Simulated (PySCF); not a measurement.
C$_{4}$H$_{6}$ClSi (SMILES C=C/C(Cl)=C\[SiH2]) (doublet)

Input

```
{"job": {"kind": "epr", "basis": "pcH-1"}, "charge": 0, "multiplicity": 2}
C      2.301241    -0.535837     0.353272
C      0.986684    -0.422310     0.114296
C      0.212278     0.767916     0.185387
Cl     1.050059     2.229786     0.626855
C     -1.134902     0.873002    -0.063418
Si    -2.298310    -0.424058    -0.535434
H      2.902970     0.311757     0.629968
H      2.802992    -1.483106     0.272663
H      0.419630    -1.301099    -0.165889
H     -1.560823     1.864904     0.038548
H     -1.994708    -1.827573    -0.740364
H     -3.685911    -0.054067    -0.741909
```

Command:

```sh
OMP_NUM_THREADS=1 python probes_run.py task.json out
```

Geometry: GFN2-xTB.

Level of theory: PySCF, UKS B3LYP, pcH-1 on C Cl H Si, non-relativistic, mean-field spin-orbit, GIAO.

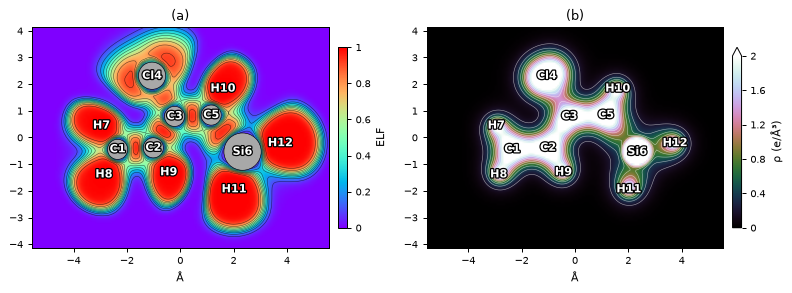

Figure 1. (a) electron localisation function; (b) total electron density on the molecular plane. Grey discs cover the atomic cores in the ELF map.

> Read the bonding off the picture.

Atoms in the plane: C, Cl, Si and H. C–C (1.34 Å): the density is about 2.3 e/Å³ at the midpoint; the ELF peaks at about 0.95 between the atoms (a short, multiple covalent bond). C–Cl (1.74 Å): the density is about 1.4 e/Å³ at the midpoint; the ELF peaks at about 0.90 between the atoms: a covalent bond. C–Si (1.81 Å): ρ at the midpoint is about 1 e/Å³; the ELF peaks at about 0.95 between the atoms: a covalent bond. C–H (1.07 Å): the density is about 2.1 e/Å³ at the midpoint; the ELF climbs to about 1 towards the hydrogen, as it does in any bond to H (a covalent bond by its length). C–C (1.42 Å): ρ is about 2 e/Å³ halfway; the ELF peaks at about 0.95 between the atoms: localised, covalent bonding. The ELF also peaks beside Cl4, away from the bonds: non-bonding electrons, paired or unpaired.

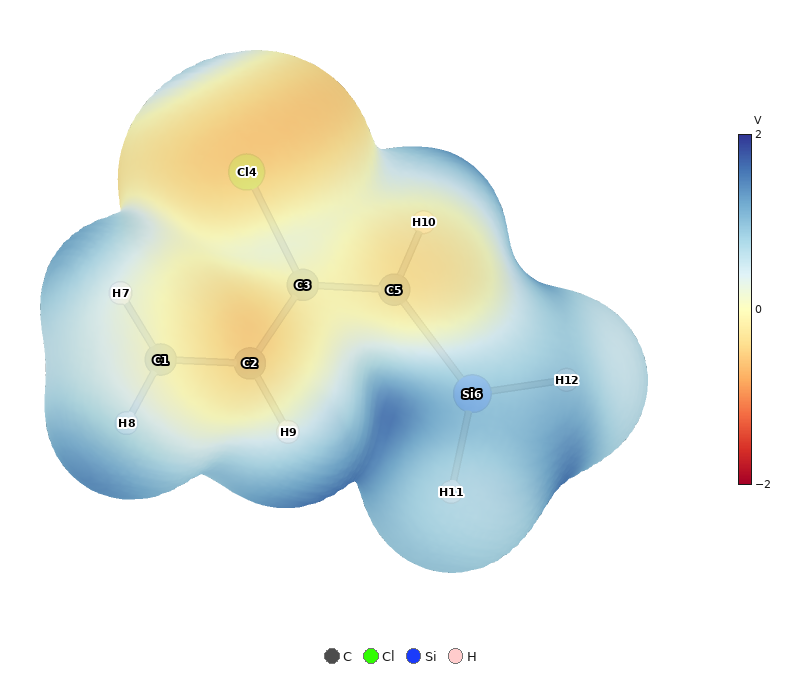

Figure 2. The molecular electrostatic potential painted on the density surface at 0.004 e/bohr³, seen at a tilt; red is negative and blue positive.

> Which sites attract a positive test charge, and which a negative one?

A positive charge is drawn to the negative regions and a negative charge to the positive ones. The most negative region (about −0.6 V, or −14 kcal/mol for a unit charge) lies over C1, C2 and Cl4, the most positive (about +1.6 V, or +37 kcal/mol for a unit charge) over Si6 and H9. Cl4 shows a σ-hole: about +0.7 V, or +16 kcal/mol for a unit charge at the tip opposite its bond, against about −0.1 V on its flanks.
